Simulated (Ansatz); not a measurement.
**How fast states decay through Rb3Cl2F**

Aim: relax a made-up compound, Rb3Cl2F, and see how good a tunnel barrier it would be. It is built by putting Rb for Na, F for Br in the Na3BrCl2 structure of space group P-3m1, with the volume rescaled by atomic radii. The parent structure comes from the Materials Project.

Program: Ansatz 0.2.0. Level of theory: r2SCAN DFT, plane waves, PAW files, in the first sound run; inputs show where later runs differ. Results are calculated unless marked as measured.

The structure was built from a prototype and need not be the compound's stable phase.

## (1) Starting point

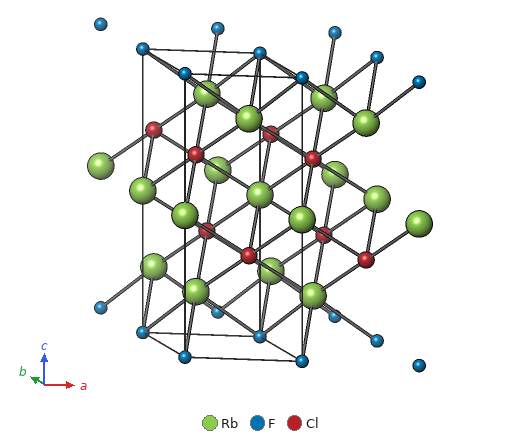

The cell as given, slightly off an axis (rubidium green, fluorine blue, chlorine red). 2×2×1 cells are drawn. Bonds to atoms that aren't drawn are left out. Some periodic images of atoms are drawn too.

## (2) Relaxing the new crystal

The substituted atoms don't fit the parent's cell, so cell and atoms relax together. A small smearing keeps the run stable in case the gap closes on the way.

Input file input.yaml:

```yaml
crystal:
  lattice:
    - [4.4112409673, 0.0, 0.0]
    - [-2.2056204837, 3.8202467399, 0.0]
    - [0.0, 0.0, 10.8099747418]
  atoms:
    - { symbol: Rb, position: [0.0, 0.0, 0.5] }
    - { symbol: Rb, position: [0.3333333333, 0.6666666667, 0.17809299] }
    - { symbol: Rb, position: [0.6666666667, 0.3333333333, 0.82190701] }
    - { symbol: F, position: [0.0, 0.0, 0.0] }
    - { symbol: Cl, position: [0.3333333333, 0.6666666667, 0.66105673] }
    - { symbol: Cl, position: [0.6666666667, 0.3333333333, 0.33894327] }
kpoints:
  mp_grid: { grid: [6, 6, 2] }
scf:
  occupations: { method: gaussian, width: 0.03 }
hamiltonian:
  xc: r2scan
output:
  forces: true
  stress: true
relax:
  f_tol: 0.02
  max_steps: 60
  cell: {}
```

Started as:

```
ansatz run input.yaml --threads 2 --pin off --max-ram 4096MiB --backend cpu --events-out ev --progress --plain --runs-dir out
```

Numbers of over 12 decimals in the logs are rounded to 6 here.

What it wrote:

```text
Engine: ansatz 0.2.0, x86_64-unknown-linux-gnu
Pseudopotentials: kind: paw
Pseudopotential: Rb, paw, valence charge 9, recommended cutoff 500 eV (meta_gga), Rb.paw.azcp
Pseudopotential: F, paw, valence charge 7, recommended cutoff 500 eV (meta_gga), F.paw.azcp
Pseudopotential: Cl, paw, valence charge 7, recommended cutoff 500 eV (meta_gga), Cl.paw.azcp
Functional definition: r2SCAN
  parameter k0 = 0.174
  parameter k1 = 0.065
  parameter a1 = 4.9479
  exchange = r2scan_x(k0 = k0, k1 = k1, a1 = a1)
  correlation = r2scan_c
Crystal: 6 atoms, lattice volume = 182.170 Å³
Basis set: ecut = 500 eV, 4551 PW (Γ), exchange–correlation on 144×144×320 points (64 copies of the dense FFT grid, shifted against one another)
Bands: 30, of which v1, the nominal top of the filled ones, is band 24 counted from 1 (23 counted from 0)
Symmetry: 12 space group operations
Space group: P-3m1 (ITA 164), of the structure as read, at distance tolerance 5.7e-5 Å
k-points: 14 of 72
Non-local potential: Rb, projectors of the file, l = 0: 3, l = 1: 2, l = 2: 2
Non-local potential: F, projectors of the file, l = 0: 2, l = 1: 2, l = 2: 1
Non-local potential: Cl, projectors of the file, l = 0: 2, l = 1: 2, l = 2: 2
PAW form: soft (Blöchl's): semilocal exchange-correlation on the pseudo side does not see the compensation charge
PAW frozen core: Rb, regenerated for the run's functional (the file was generated under x = pbe(κ = 0.804, μ = 0.219515), c = pbe(β = 0.066725))
PAW frozen core: F, regenerated for the run's functional (the file was generated under x = pbe(κ = 0.804, μ = 0.219515), c = pbe(β = 0.066725))
PAW frozen core: Cl, regenerated for the run's functional (the file was generated under x = pbe(κ = 0.804, μ = 0.219515), c = pbe(β = 0.066725))
PAW one-centre angular grid: Rb, 302 points (default); XC on 160 Gauss nodes
PAW one-centre angular grid: F, 302 points (default); XC on 160 Gauss nodes
PAW one-centre angular grid: Cl, 302 points (default); XC on 160 Gauss nodes
Initial density: superposition of atomic densities (neutral atoms: chi_scale 0, normalization atom), corrected by the library's trained network
Initial wavefunctions: pseudopotential atomic-orbital guess
Functional: x = r2scan, c = r2scan; τ floored in thin density (d = 2e-4 eV/Å³)
SCF iter   1: F=—  HF=-12821.581180 eV  |F-HF|=—  |Δ(HF+E_count)|=         —  Δρ=4.40e-3  dr2=2.46e-2  dr2_τ=2.60e-2  ethr=1.77e-3  ⟨swp⟩=12.1  Hψ=2404  notcnv=0  defer=1
preconditioner: auto → Resta (q_TF=auto, 2.185 Å⁻¹)  ε∞=2.7  [insulator: Δε(μ)=5.448 eV  Ē_g=13.351 eV  σ=0.030 eV  W_gap=1.00  n_scr=36 (ndim 8)  ℏωp=17.4 eV  f_vac=0.116  D(μ)=0.00/eV (n_scr^D=0)  ε∞_Penn≈2.7]
SCF iter   2: F=—  HF=-12821.678874 eV  |F-HF|=—  |Δ(HF+E_count)|=   9.77e-2  Δρ=2.36e-3  dr2=5.06e-3  dr2_τ=5.08e-4  ethr=5.12e-5  ⟨swp⟩=3.1  Hψ=974  notcnv=0  defer=23
SCF iter   3: F=—  HF=-12821.679147 eV  |F-HF|=—  |Δ(HF+E_count)|=   2.74e-4  Δρ=9.45e-4  dr2=1.36e-3  dr2_τ=1.41e-4  ethr=1.05e-5  ⟨swp⟩=2.3  Hψ=760  notcnv=0  defer=9
automatic band count: iteration 3 solves 29 bands in place of 30: the levels show a gap, and the empty bands left out lie too high to hold charge; the band table lists the bands solved (type scf.n_extra_bands for more)
SCF iter   4: F=—  HF=-12821.679072 eV  |F-HF|=—  |Δ(HF+E_count)|=   7.50e-5  Δρ=2.28e-4  dr2=1.02e-4  dr2_τ=9.36e-6  ethr=2.83e-6  ⟨swp⟩=2.0  Hψ=691  notcnv=0  defer=9
SCF iter   5: F=—  HF=-12821.679092 eV  |F-HF|=—  |Δ(HF+E_count)|=   1.99e-5  Δρ=7.60e-5  dr2=1.34e-5  dr2_τ=2.41e-6  ethr=2.12e-7  ⟨swp⟩=2.0  Hψ=694  notcnv=0  defer=9
SCF iter   6: F=—  HF=-12821.679012 eV  |F-HF|=—  |Δ(HF+E_count)|=   7.98e-5  Δρ=2.21e-5  dr2=1.18e-6  dr2_τ=4.75e-8  ethr=2.78e-8  ⟨swp⟩=2.0  Hψ=699  notcnv=0  defer=9
SCF iter   7: F=-12821.679013 eV  HF=-12821.679013 eV  |F-HF|=4.06e-8  |Δ(HF+E_count)|=   1.11e-6  Δρ=3.78e-6  dr2=3.46e-8  dr2_τ=5.36e-9  ethr=2.08e-10  ⟨swp⟩=3.9  Hψ=1846  notcnv=0
SCF 1 converged in 7 iterations: F = -12821.679013 eV  dr2 = 3.46e-8
  greatest PAW one-centre occupation: 0.974 electrons in one spin orbital (limit 2), on the Rb atom at site 0 (counted from 0), in its partial waves of l = 0
relax step   1: F+E_penalty+E_count = -12821.67901349 eV  Δ(F+E_penalty+E_count) = +0.000e0 eV  max|allowed force component| = 1.254e0 eV/Å  Δτ_max = 0.0000 Å  P = +2.247 GPa  Ω = 182.170 Å³  (7 SCF iters, dr2 threshold 1.00e-7 eV, accepted)
Crystal: 6 atoms, lattice volume = 186.891 Å³
Basis set: ecut = 500 eV, 4773 PW (Γ), exchange–correlation on 144×144×320 points (64 copies of the dense FFT grid, shifted against one another)
Initial density: handed on by an earlier stage of this run
Initial wavefunctions: those handed on with the density
iter 1 solved again at ethr=6.46e-4 eV; its pass at ethr=3.10e-3 eV (dr2=3.10e-1 eV) is discarded
SCF iter   1: F=—  HF=-12822.165958 eV  |F-HF|=—  |Δ(HF+E_count)|=         —  Δρ=9.66e-3  dr2=3.28e-1  dr2_τ=1.25e0  ethr=6.46e-4  ⟨swp⟩=1.1  Hψ=2401  notcnv=0
automatic band count: iteration 1 solves 28 bands in place of 30: the levels show a gap, and the empty bands left out lie too high to hold charge; the band table lists the bands solved (type scf.n_extra_bands for more)
preconditioner: auto → Resta (q_TF=auto, 2.175 Å⁻¹)  ε∞=2.8  [insulator: Δε(μ)=5.340 eV  Ē_g=12.683 eV  σ=0.030 eV  W_gap=1.00  n_scr=36 (ndim 8)  ℏωp=17.2 eV  f_vac=0.114  D(μ)=0.00/eV (n_scr^D=0)  ε∞_Penn≈2.8]
SCF iter   2: F=—  HF=-12822.095676 eV  |F-HF|=—  |Δ(HF+E_count)|=   7.03e-2  Δρ=3.68e-3  dr2=2.75e-2  dr2_τ=3.92e-3  ethr=6.46e-4  ⟨swp⟩=3.8  Hψ=862  notcnv=0
SCF iter   3: F=—  HF=-12822.090646 eV  |F-HF|=—  |Δ(HF+E_count)|=   5.03e-3  Δρ=1.20e-3  dr2=2.70e-3  dr2_τ=1.21e-4  ethr=5.73e-5  ⟨swp⟩=3.1  Hψ=868  notcnv=0
SCF iter   4: F=—  HF=-12822.090746 eV  |F-HF|=—  |Δ(HF+E_count)|=   9.99e-5  Δρ=5.39e-4  dr2=3.66e-4  dr2_τ=3.53e-5  ethr=5.62e-6  ⟨swp⟩=2.9  Hψ=746  notcnv=0
SCF iter   5: F=—  HF=-12822.090594 eV  |F-HF|=—  |Δ(HF+E_count)|=   1.51e-4  Δρ=1.70e-4  dr2=4.78e-5  dr2_τ=3.95e-6  ethr=7.63e-7  ⟨swp⟩=2.0  Hψ=686  notcnv=0
SCF iter   6: F=—  HF=-12822.090593 eV  |F-HF|=—  |Δ(HF+E_count)|=   1.02e-6  Δρ=4.44e-5  dr2=4.82e-6  dr2_τ=2.32e-7  ethr=9.95e-8  ⟨swp⟩=2.0  Hψ=686  notcnv=0
SCF iter   7: F=-12822.090594 eV  HF=-12822.090594 eV  |F-HF|=4.44e-10  |Δ(HF+E_count)|=   9.98e-7  Δρ=6.99e-6  dr2=2.06e-7  dr2_τ=5.83e-9  ethr=1.25e-9  ⟨swp⟩=5.0  Hψ=1707  notcnv=0
SCF 2 converged in 7 iterations: F = -12822.090594 eV  dr2 = 2.06e-7
relax step   2: F+E_penalty+E_count = -12822.09059406 eV  Δ(F+E_penalty+E_count) = -4.116e-1 eV  max|allowed force component| = 6.141e-1 eV/Å  Δτ_max = 0.1948 Å  P = +0.710 GPa  Ω = 186.891 Å³  energy of the carried Pulay correction = -8.258e-4 eV  (7 SCF iters, dr2 threshold 6.00e-7 eV, accepted)
Crystal: 6 atoms, lattice volume = 187.432 Å³
Basis set: ecut = 500 eV, 4797 PW (Γ), exchange–correlation on 144×144×320 points (64 copies of the dense FFT grid, shifted against one another)
iter 1 solved again at ethr=6.43e-4 eV; its pass at ethr=3.10e-3 eV (dr2=3.09e-1 eV) is discarded
SCF iter   1: F=—  HF=-12822.447700 eV  |F-HF|=—  |Δ(HF+E_count)|=         —  Δρ=9.72e-3  dr2=3.19e-1  dr2_τ=1.48e0  ethr=6.43e-4  ⟨swp⟩=1.1  Hψ=2342  notcnv=0
automatic band count: iteration 1 solves 28 bands in place of 30: the levels show a gap, and the empty bands left out lie too high to hold charge; the band table lists the bands solved (type scf.n_extra_bands for more)
preconditioner: auto → Resta (q_TF=auto, 2.174 Å⁻¹)  ε∞=2.8  [insulator: Δε(μ)=5.147 eV  Ē_g=12.703 eV  σ=0.030 eV  W_gap=1.00  n_scr=36 (ndim 8)  ℏωp=17.2 eV  f_vac=0.101  D(μ)=0.00/eV (n_scr^D=0)  ε∞_Penn≈2.8]
SCF iter   2: F=—  HF=-12822.299560 eV  |F-HF|=—  |Δ(HF+E_count)|=   1.48e-1  Δρ=3.83e-3  dr2=2.85e-2  dr2_τ=3.81e-3  ethr=6.43e-4  ⟨swp⟩=3.7  Hψ=855  notcnv=0
SCF iter   3: F=—  HF=-12822.294292 eV  |F-HF|=—  |Δ(HF+E_count)|=   5.27e-3  Δρ=1.25e-3  dr2=2.71e-3  dr2_τ=1.72e-4  ethr=5.93e-5  ⟨swp⟩=3.1  Hψ=863  notcnv=0
SCF iter   4: F=—  HF=-12822.294353 eV  |F-HF|=—  |Δ(HF+E_count)|=   6.10e-5  Δρ=5.42e-4  dr2=5.33e-4  dr2_τ=3.72e-5  ethr=5.64e-6  ⟨swp⟩=2.2  Hψ=738  notcnv=0
SCF iter   5: F=—  HF=-12822.294221 eV  |F-HF|=—  |Δ(HF+E_count)|=   1.32e-4  Δρ=2.16e-4  dr2=7.32e-5  dr2_τ=6.40e-6  ethr=1.11e-6  ⟨swp⟩=2.0  Hψ=657  notcnv=0
SCF iter   6: F=—  HF=-12822.294214 eV  |F-HF|=—  |Δ(HF+E_count)|=   6.74e-6  Δρ=5.63e-5  dr2=7.87e-6  dr2_τ=3.65e-7  ethr=1.53e-7  ⟨swp⟩=2.0  Hψ=625  notcnv=0
SCF iter   7: F=-12822.294215 eV  HF=-12822.294215 eV  |F-HF|=5.88e-8  |Δ(HF+E_count)|=   1.23e-6  Δρ=9.25e-6  dr2=2.72e-7  dr2_τ=2.12e-8  ethr=1.25e-9  ⟨swp⟩=3.0  Hψ=1764  notcnv=0
SCF 3 converged in 7 iterations: F = -12822.294215 eV  dr2 = 2.72e-7
relax step   3: F+E_penalty+E_count = -12822.29421546 eV  Δ(F+E_penalty+E_count) = -2.036e-1 eV  max|allowed force component| = 1.811e-1 eV/Å  Δτ_max = 0.1959 Å  P = +0.013 GPa  Ω = 187.432 Å³  energy of the carried Pulay correction = -9.190e-4 eV  (7 SCF iters, dr2 threshold 6.00e-7 eV, accepted)
[...]
relax step   4: F+E_penalty+E_count = -12822.33325295 eV  Δ(F+E_penalty+E_count) = -3.904e-2 eV  max|allowed force component| = 6.275e-2 eV/Å  Δτ_max = 0.1270 Å  P = -0.071 GPa  Ω = 185.589 Å³  energy of the carried Pulay correction = -6.002e-4 eV  (7 SCF iters, dr2 threshold 6.00e-7 eV, accepted)
[...]
relax step   5: F+E_penalty+E_count = -12822.33459860 eV  Δ(F+E_penalty+E_count) = -1.346e-3 eV  max|allowed force component| = 1.736e-2 eV/Å  Δτ_max = 0.0150 Å  P = +0.018 GPa  Ω = 185.041 Å³  energy of the carried Pulay correction = -5.047e-4 eV  (6 SCF iters, dr2 threshold 2.46e-7 eV, accepted)
Initial wavefunctions: pseudopotential atomic-orbital guess (no wavefunctions were taken with the density)
iter 1 solved again at ethr=8.27e-8 eV; its pass at ethr=3.10e-3 eV (dr2=3.97e-5 eV) is discarded
SCF iter   1: F=—  HF=-12822.335157 eV  |F-HF|=—  |Δ(HF+E_count)|=         —  Δρ=5.14e-5  dr2=2.58e-7  dr2_τ=1.10e-6  ethr=8.27e-8  ⟨swp⟩=3.8  Hψ=3841  notcnv=0
preconditioner: auto → Resta (q_TF=auto, 2.179 Å⁻¹)  ε∞=2.7  [insulator: Δε(μ)=5.565 eV  Ē_g=13.274 eV  σ=0.030 eV  W_gap=1.00  n_scr=36 (ndim 8)  ℏωp=17.3 eV  f_vac=0.092  D(μ)=0.00/eV (n_scr^D=0)  ε∞_Penn≈2.7]
SCF iter   2: F=—  HF=-12822.335124 eV  |F-HF|=—  |Δ(HF+E_count)|=   3.33e-5  Δρ=2.61e-5  dr2=7.85e-8  dr2_τ=5.74e-7  ethr=5.38e-10  ⟨swp⟩=2.0  Hψ=756  notcnv=0
SCF iter   3: F=—  HF=-12822.335122 eV  |F-HF|=—  |Δ(HF+E_count)|=   2.06e-6  Δρ=5.51e-6  dr2=3.07e-8  dr2_τ=4.35e-9  ethr=1.64e-10  ⟨swp⟩=2.0  Hψ=756  notcnv=0
SCF iter   4: F=—  HF=-12822.335122 eV  |F-HF|=—  |Δ(HF+E_count)|=   6.09e-9  Δρ=8.46e-7  dr2=9.65e-10  dr2_τ=2.01e-10  ethr=6.39e-11  ⟨swp⟩=2.0  Hψ=644  notcnv=0
SCF iter   5: F=—  HF=-12822.335122 eV  |F-HF|=—  |Δ(HF+E_count)|=  6.37e-11  Δρ=3.19e-7  dr2=1.65e-10  dr2_τ=5.04e-11  ethr=2.01e-12  ⟨swp⟩=2.0  Hψ=751  notcnv=0
SCF iter   6: F=-12822.335122 eV  HF=-12822.335122 eV  |F-HF|=3.64e-12  |Δ(HF+E_count)|=  3.09e-11  Δρ=1.51e-7  dr2=3.18e-11  dr2_τ=3.69e-12  ethr=1.00e-12  ⟨swp⟩=4.1  Hψ=1487  notcnv=0
SCF 6 converged in 6 iterations: F = -12822.335122 eV  dr2 = 3.18e-11
relax step   6: F+E_penalty+E_count = -12822.33512197 eV  Δ(F+E_penalty+E_count) = -5.234e-4 eV  max|allowed force component| = 1.737e-2 eV/Å  Δτ_max = 0.0000 Å  P = +0.017 GPa  Ω = 185.041 Å³  stress off target by 2.92e-2 GPa  SCF on the basis re-selected at this cell (its energy is not comparable with the rows above)  (6 SCF iters)
basis re-selected at this cell: Δ(F+E_penalty+E_count) = -5.234e-4 eV, ΔP = -0.001 GPa vs the last step (what re-selecting the basis moved, of the pressure what is left beyond the Pulay correction that the steps carried, after the strain that the cell walked since its last selection, with what the two solves' SCF thresholds leave and, on support functions, any second-order correction that the steps lacked; it is no m [...]
SCF converged after 6 iterations
Free energy (F): -12822.335122 eV
Harris-Foulkes:  -12822.335122 eV  (|F-HF|=3.64e-12)
Internal energy: -12822.335122 eV  (E = F + TS)
E sigma→0 (E₀):  -12822.335122 eV
Fermi energy:    3.903646 eV
--- Per-component energies (eV) ---
  E_band       = -343.964751
  E_kinetic    = 1112.397937
  E_local      = -2879.403041  (includes V_loc(G=0)·N_el)
  E_nonlocal   = 645.567360
  E_hartree    = 872.737791
  E_xc         = -665.249169
  E_vxc        = -844.238625  (∫ρ·V_xc dr)
  E_paw        = -9440.084221  (= ΣΔE_a)
  E_vpaw       = -171.979894  (= ΣTr[D̂ρ^β])
  E_aug_tail   = 0.001117  (compensation charges beyond the density's cutoff)
  E_vtau       = 48.214928  (kinetic-family band-sum trace: ∫τ·v_τ [+ j·A + Jᵃ·Aᵃ] dr)
  E_ewald      = -2467.557909
  E_core_change = -0.744987  (= ΣΔE_core)
  E_smearing   = -0.000000  (= −TS)
  E_closure    = 0.000000  (closes the sum)
  Σ components = -12822.335122   (vs F -12822.335122, Δ=0.00e0)
--- Forces (eV/Å), atoms counted from 1 ---
  atom   1  Rb     0.00000000    -0.00000000     0.00000000
  atom   2  Rb     0.00000000    -0.00000000    -0.01427665
  atom   3  Rb    -0.00000000     0.00000000     0.01427665
  atom   4  F     -0.00000000     0.00000000     0.00000000
  atom   5  Cl    -0.00000000     0.00000000    -0.01736530
  atom   6  Cl     0.00000000    -0.00000000     0.01736530
  max |Σ_I F_I| component: 4.77e-18 eV/Å
--- Stress (GPa, compression-positive) ---
        0.011461      -0.000000       0.000000
       -0.000000       0.011461      -0.000000
        0.000000      -0.000000       0.029179
  P = ⅓ Tr σ = 0.0174 GPa (0.174 kbar)
--- Relaxed structure (5 steps of the walk, 5 accepted, 1 SCFs on fresh bases) ---
  F+E_penalty+E_count = -12822.33512197 eV   max|allowed force component| = 1.737e-2 eV/Å   (the final SCF, on the basis selected at the relaxed cell)
  cell:  # Å, volume = 185.0411 Å³
    - [4.416593, 2.890244484762863e-11, -2.0519082741720155e-18]
    - [-2.208296, 3.824882, 0]
    - [-5.028307630578655e-18, -2.903094764082859e-18, 10.953752]
  atoms:
    - { symbol: Rb, position: [0.0, 0, 0.5] }
    - { symbol: Rb, position: [0.333333, 0.666667, 0.131590] }
    - { symbol: Rb, position: [0.666667, 0.333333, 0.868410] }
    - { symbol: F, position: [0, 0, 6.418973281293544e-19] }
    - { symbol: Cl, position: [0.333333, 0.666667, 0.685135] }
    - { symbol: Cl, position: [0.666667, 0.333333, 0.314865] }
```

It took 38 s on 2 threads of Intel Xeon Platinum 8175M at 2.50GHz (Skylake/Cascade Lake), shared host; peak memory 0.98 GiB.

The steps of the relaxation:

```csv
step,energy less that of the first step (eV),largest force component (eV/Å),pressure (GPa),volume (Å³)
1,0.0000,1.2537,2.25,182.17
2,-0.4116,0.6141,0.71,186.89
3,-0.6152,0.1811,0.01,187.43
4,-0.6542,0.0628,-0.07,185.59
5,-0.6556,0.0174,0.02,185.04
6*,-0.6561,0.0174,0.02,185.04
```

Relaxation steps marked * repeat the geometry before them on a plane-wave basis chosen anew for their cell, so energy and pressure can jump there.

The run keeps the 12 symmetry operations that it works with, so distortions that break them were not tested.

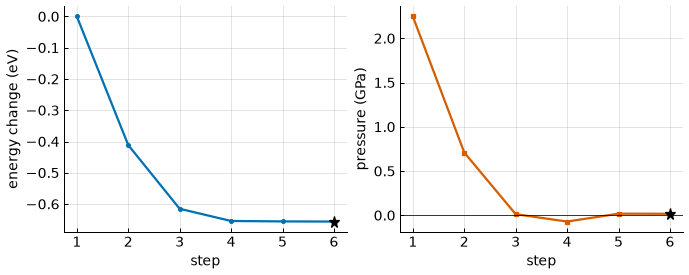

Energy and pressure along the relaxation. Stars mark steps on a basis chosen anew.

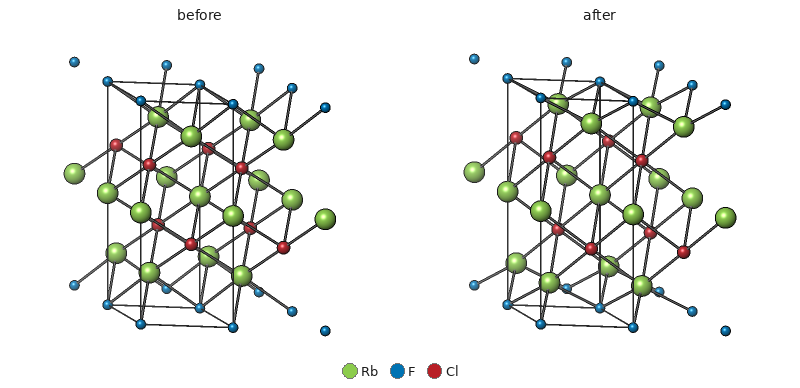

Before and after, at one scale. Bonds to atoms that aren't drawn are left out.

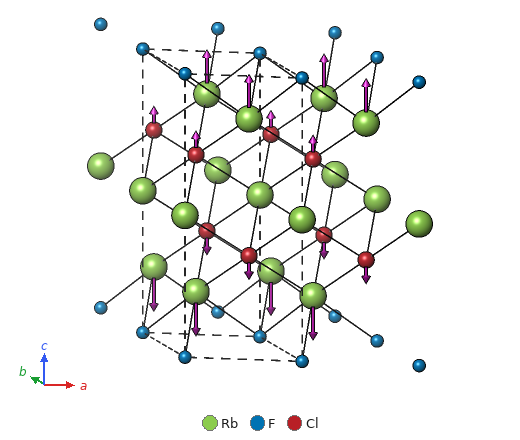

Displacements in the relaxation, exaggerated, measured against the changing cell; the longest in the cell stands for 0.51 Å. Bonds to atoms that aren't drawn are left out. 2×2×1 cells are drawn. Some periodic images of atoms are drawn too.

```csv
"conventional cell, symmetrised",before,after,change
a (Å),4.411,4.417,+0.1 %
b (Å),4.411,4.417,+0.1 %
c (Å),10.810,10.954,+1.3 %
volume (Å³/atom),30.36,30.84,+1.6 %
```

The atoms that moved most (Å, as changes of fractional coordinates times the final cell):

```csv
atom,dx,dy,dz,length
Rb3,0.000,0.000,0.509,0.509
Rb2,0.000,0.000,-0.509,0.509
Cl6,0.000,0.000,-0.264,0.264
Cl5,0.000,0.000,0.264,0.264
```

The relaxed structure:

```cif
data_structure
_symmetry_space_group_name_H-M 'P 1'
_symmetry_Int_Tables_number 1
_cell_length_a 4.4166
_cell_length_b 4.4166
_cell_length_c 10.9538
_cell_angle_alpha 90.000
_cell_angle_beta 90.000
_cell_angle_gamma 120.000
_cell_volume 185.04
loop_
_atom_site_label
_atom_site_type_symbol
_atom_site_fract_x
_atom_site_fract_y
_atom_site_fract_z
_atom_site_occupancy
Rb1 Rb 0.00000 0.00000 0.50000 1
Rb2 Rb 0.33333 0.66667 0.13159 1
Rb3 Rb 0.66667 0.33333 0.86841 1
F4 F 0.00000 0.00000 0.00000 1
Cl5 Cl 0.33333 0.66667 0.68514 1
Cl6 Cl 0.66667 0.33333 0.31486 1
```

Numbers from this step:

```yaml
free_energy: -12822.3351 eV
fermi_energy: 3.904 eV
pressure: 0.01737 GPa
```

The largest force component on a free atom ends at 0.017 eV/Å.

(Continued in part 2 of 3.)

[Logs are printed without paths, hosts, clocks, repeated set-up lines and the standing remarks that a program may print on its own settings, such as how far it seeks lower states.]

[Hosts, paths, dates, database ids (printed as entryN), source tags and the programs' standing remarks are cut or masked in the printed files.]
